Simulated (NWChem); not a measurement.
**SrF (SMILES [F][Sr]): levels of theory compared**

Aim: a comparison of 6 runs (UHF/3-21G, UHF/def2-SVP, UB3LYP/def2-TZVPP, UM06-2X/3-21G, UMP2/def2-TZVP, UCCSD(T)/def2-TZVPP) of SrF. 

Program for the calculation: NWChem 7.3.0.

2 further runs of the same task are left out: 2 set aside as unsound or not needed.

**1. Starting point**

SrF has 2 atoms, charge 0, and is taken as a doublet. SMILES: `[F][Sr]`. The shape is that of a PBE0-D4/def2-TZVP optimisation.

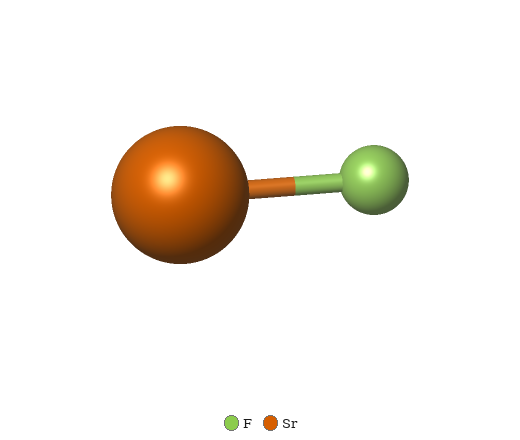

The structure, seen from a chosen angle (fluorine green, strontium orange).

**2. Energy and forces at UHF/3-21G (run 1)**

run.py

```python
from ase import Atoms
from ase.calculators.nwchem import NWChem

atoms = Atoms(['F', 'Sr'], positions=[
    [0.000000, 0.000000, -0.069330],
    [-0.000000, -0.000000, 2.012350],
])

calc = NWChem(
    label='fsr',
    theory='scf',
    memory='2200 mb',
    basis='3-21G',
    basispar='spherical bse',
    scf={'nopen': '1', 'uhf': None, 'thresh': '1e-08', 'maxiter': '80', 'print': 'low'},
)
atoms.calc = calc

forces = atoms.get_forces()
print("Total energy (eV):", round(atoms.get_potential_energy(), 6))
print("forces (eV/A):")
for s, f in zip(atoms.symbols, forces):
    print(f"{s:2s} {f[0]:10.5f} {f[1]:10.5f} {f[2]:10.5f}")
```

Run with:

```
$ export ASE_NWCHEM_COMMAND="nwchem PREFIX.nwi > PREFIX.nwo"
$ python run.py
```

Output:

```text
Total energy (eV): -87511.834444
forces (eV/A):
F    -0.00000    0.00000   -1.61609
Sr    0.00000   -0.00000    1.61609
```

The calculator wrote fsr.nwi:

```
title "fsr"

permanent_dir fsr

scratch_dir fsr

start fsr

geometry units angstrom nocenter noautosym noautoz
  F  0.0000000000000000e+00 0.0000000000000000e+00 -6.9330000000000003e-02
  Sr -0.0000000000000000e+00 -0.0000000000000000e+00 2.0123500000000001e+00
end

memory 2200 mb

basis spherical bse noprint
   * library 3-21G
end

scf
  nopen 1
  uhf
  thresh 1e-08
  maxiter 80
  print low
end

task scf gradient
```

fsr.nwo:

```text
Northwest Computational Chemistry Package (NWChem) 7.3.0
             --------------------------------------------------------

           Job information
           ---------------

    nwchem branch   = 7.3.0
    use scalapack   = T
    input           = fsr.nwi
    prefix          = fsr.
    data base       = fsr/fsr.db
    status          = startup
    nproc           =        1

           Memory information
           ------------------

    heap     =     72089598 doubles =      550.0 Mbytes
    stack    =     72089595 doubles =      550.0 Mbytes
    global   =    144179200 doubles =     1100.0 Mbytes (distinct from heap & stack)
    total    =    288358393 doubles =     2200.0 Mbytes
    verify   = yes
    hardfail = no

[... 33 lines left out ...]
            Nuclear Dipole moment (a.u.)
[... 39 lines left out ...]
 Forming initial guess at       0.0s

 Starting SCF solution at       0.1s

       Final UHF  results
       ------------------

         Total SCF energy =  -3216.000624363130
      One electron energy =  -4637.842643928748
      Two electron energy =   1334.903287792292
 Nuclear repulsion energy =     86.938731773326

                       Sz =      0.5000
                 Sz(Sz+1) =      0.7500
                      S^2 =      0.7509

        Time for solution =      1.6s

                              NWChem Gradients Module
                              -----------------------

                         UHF ENERGY GRADIENTS

    atom               coordinates                        gradient
                 x          y          z           x          y          z
   1 F       0.000000   0.000000  -0.131015    0.000000  -0.000000   0.031428
   2 Sr      0.000000   0.000000   3.802790   -0.000000   0.000000  -0.031428

 Task  times  cpu:        2.0s     wall:        2.0s
 Total times  cpu:        2.0s     wall:        2.0s
```

Wall time 3.3 s (1 thread of Intel Xeon 6975P-C (Granite Rapids), shared host); peak memory 0.1 GiB.

**3. Energy and forces at UHF/def2-SVP (core potential) (run 2)**

run.py

```python
from ase import Atoms
from ase.calculators.nwchem import NWChem

molecule = Atoms(['F', 'Sr'], positions=[
    [0.000000, 0.000000, -0.069330],
    [-0.000000, -0.000000, 2.012350],
])

calc = NWChem(
    label='work',
    theory='scf',
    memory='2200 mb',
    basis='def2-SVP',
    basispar='spherical bse',
    scf={'nopen': '1', 'uhf': None, 'thresh': '1e-08', 'maxiter': '80'},
    **{'ecp bse': {'Sr library': 'def2-SVP'}},
)
molecule.calc = calc

forces = molecule.get_forces()
print("Total energy (eV):", round(molecule.get_potential_energy(), 6))
print("forces (eV/A):")
for s, f in zip(molecule.symbols, forces):
    print(f"{s:2s} {f[0]:10.5f} {f[1]:10.5f} {f[2]:10.5f}")
```

Run with:

```
$ export ASE_NWCHEM_COMMAND="nwchem PREFIX.nwi > PREFIX.nwo"
$ python run.py
```

Output:

```text
Total energy (eV): -3531.183429
forces (eV/A):
F     0.00000   -0.00000   -0.75796
Sr   -0.00000    0.00000    0.75796
```

The calculator wrote work.nwi:

```
title "work"

permanent_dir work

scratch_dir work

start work

geometry units angstrom nocenter noautosym noautoz
  F  0.0000000000000000e+00 0.0000000000000000e+00 -6.9330000000000003e-02
  Sr -0.0000000000000000e+00 -0.0000000000000000e+00 2.0123500000000001e+00
end

memory 2200 mb

basis spherical bse noprint
   * library def2-SVP
end

scf
  nopen 1
  uhf
  thresh 1e-08
  maxiter 80
end
ecp bse
  Sr library def2-SVP
end

task scf gradient
```

work.nwo:

```text
Northwest Computational Chemistry Package (NWChem) 7.3.0
             --------------------------------------------------------

           Job information
           ---------------

    nwchem branch   = 7.3.0
    use scalapack   = T
    input           = work.nwi
    prefix          = work.
    data base       = work/work.db
    status          = startup
    nproc           =        1

           Memory information
           ------------------

    heap     =     72089596 doubles =      550.0 Mbytes
    stack    =     72089601 doubles =      550.0 Mbytes
    global   =    144179200 doubles =     1100.0 Mbytes (distinct from heap & stack)
    total    =    288358397 doubles =     2200.0 Mbytes
    verify   = yes
    hardfail = no

[... 33 lines left out ...]
            Nuclear Dipole moment (a.u.)
[... 61 lines left out ...]
 1-e energy   =    -233.982200
[... 7 lines left out ...]
         Quadratically convergent UHF
[... 14 lines left out ...]
       Final UHF  results
[... 3 lines left out ...]
      One electron energy =   -236.588718362670
[... 1 line left out ...]
 Nuclear repulsion energy =     22.878613624559
[... 32 lines left out ...]
          Final beta eigenvalues
[... 217 lines left out ...]
                     UHF Final Beta Molecular Orbital Analysis
[... 250 lines left out ...]
                              NWChem Gradients Module
                              -----------------------

                                       work

  wavefunction    =   UHF

                         UHF ENERGY GRADIENTS

    atom               coordinates                        gradient
                 x          y          z           x          y          z
   1 F       0.000000   0.000000  -0.131015   -0.000000   0.000000   0.014740
   2 Sr      0.000000   0.000000   3.802790    0.000000  -0.000000  -0.014740

                 ----------------------------------------
                 |  Time  |  1-e(secs)   |  2-e(secs)   |
                 ----------------------------------------
                 |  CPU   |       0.00   |       0.37   |
                 ----------------------------------------
                 |  WALL  |       0.00   |       0.37   |
                 ----------------------------------------

 Task  times  cpu:        2.9s     wall:        2.9s
 Total times  cpu:        2.9s     wall:        2.9s
```

Wall time 4.2 s (1 thread of Intel Xeon 6975P-C (Granite Rapids), shared host); peak memory 0.1 GiB.

Runs 3 to 5 aren't shown in full; the table further down has their settings and results.

**4. A single-point energy at UCCSD(T)/def2-TZVPP (core potential) (run 6)**

struct.nw

```
start struct
title "FSr energy"
memory 2200 mb

geometry units angstrom noautosym nocenter noautoz
F     0.000000    0.000000   -0.069330
Sr    0.000000    0.000000    2.012350
end

basis spherical bse
* library def2-TZVPP
end

ecp bse
Sr library def2-TZVPP
end

scf
doublet
uhf
thresh 1e-08
maxiter 80
print low
end

tce
scf
ccsd(t)
freeze core 1
maxiter 60
end

task tce energy
```

Run with:

```
$ nwchem struct.nw > struct.out
```

Output:

```text
[...]
  functions       =    71
[...]
  wavefunction    = UHF
[...]
         Total SCF energy =   -129.906478273098
      One electron energy =   -236.720831049086
      Two electron energy =     83.935739151428
 Nuclear repulsion energy =     22.878613624559
                       Sz =      0.5000
                 Sz(Sz+1) =      0.7500
                      S^2 =      0.7504
[...]
         Wavefunction type : Unrestricted Hartree-Fock
          No. of electrons :    19
[...]
         Spin multiplicity : doublet
[...]
 CCSD total energy / hartree       =      -130.374184712151333
[...]
 CCSD[T] total energy / hartree       =      -130.388008612894509
[...]
 CCSD(T) total energy / hartree       =      -130.386983660669841
[...]
```

It took 83 s on 1 thread of Intel Xeon 6975P-C (Granite Rapids), shared host; peak memory 0.93 GiB.

**5. Overview of the runs**

```csv
run,level,core potential,iteration cap,energy (Eh),⟨S²⟩,largest force (eV/Å),wall time
1,UHF/3-21G,–,80,-3216.000624,0.751,1.616,3.3 s
2,UHF/def2-SVP (core potential),def2-SVP,80,-129.768599,0.750,0.758,4.2 s
3,UB3LYP/def2-TZVPP (core potential),def2-TZVPP,100,-130.672873,0.750,0.064,15 s
4,UM06-2X/3-21G,–,100,-3218.290216,0.752,1.853,9 s
5,UMP2/def2-TZVP (core potential),def2-TZVP,80,-130.321762,0.750,0.502,17 s
6,UCCSD(T)/def2-TZVPP (core potential),def2-TZVPP,80,-130.386984,0.750,–,83 s
```

**6. Summary of results**

| quantity | value |
| --- | --- |
| run 6: total energy | -130.38698 Eh |
| run 6: correlation energy (1 core orbital frozen) | -480.5 mEh |
| run 6: (T) correction | -12.80 mEh |
| run 6: ⟨S²⟩ of the reference determinant | 0.750 |

What this shows: Over runs 2, 4, 5 the dipole moment (its size) runs from 3.03 D (UHF/def2-SVP) to 3.66 D (UMP2/def2-TZVP). The two ends differ in method and basis. Totals of different functionals can't be ranked against each other. Some runs of one species differ in core potentials or relativity; totals across that change don't compare. In runs 1, 4 relativity is left out where basis or elements ask for it. All runs together took 2.2 min, the longest 83 s.
